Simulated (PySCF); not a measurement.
# C9H7ClO: the cost of one run

Computed with PySCF 2.14.0 and routines of our own; the level stands in each step. Atoms count from 0.

### Step 1. The system as given

18 atoms, charge 0, multiplicity 1; geometry from: GFN2-xTB.

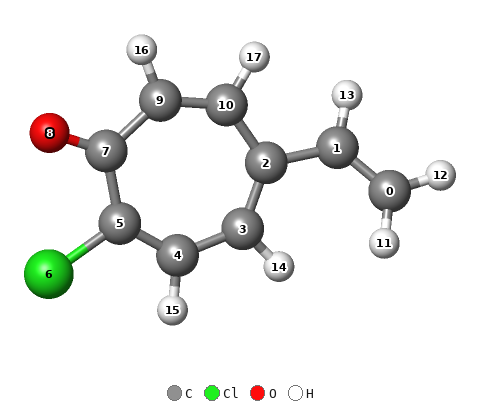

The starting geometry (carbon grey, chlorine green, oxygen red, hydrogen white).

### Step 2. Optimising the geometry at PBE0-D3(BJ)/def2-SVP

The job: settings as JSON, then the geometry in Å.

```
{"job": {"xc": "PBE0", "basis": "def2-SVP", "d3": "d3bj", "grid": 2, "kind": "geom"}, "charge": 0, "multiplicity": 1}
C      2.981422    -1.076011     0.155284
C      2.218844    -0.102068    -0.328451
C      0.769519     0.019705    -0.171619
C      0.013040    -1.105275     0.039363
C     -1.375076    -1.232114     0.229231
C     -2.352486    -0.285048     0.249502
Cl    -3.961959    -0.834560     0.518501
C     -2.286444     1.172917     0.067379
O     -3.305637     1.845696     0.114232
C     -1.004185     1.819147    -0.173015
C      0.257234     1.348192    -0.275225
H      2.587263    -1.888844     0.741488
H      4.046028    -1.080430    -0.001703
H      2.690170     0.710038    -0.867639
H      0.549551    -2.044506     0.054535
H     -1.718914    -2.248183     0.382397
H     -1.136557     2.889579    -0.285827
H      1.019427     2.098080    -0.460090
```

The run is started by

```sh
$ OMP_NUM_THREADS=1 python excited_run.py task.json out
```

This one command runs all jobs of the session in turn.

**Question.** How long does this first job take on 1 thread of Arm Neoverse V1, shared host, and how much memory does it need?

About 1.8 min, with a peak of 0.89 GiB.
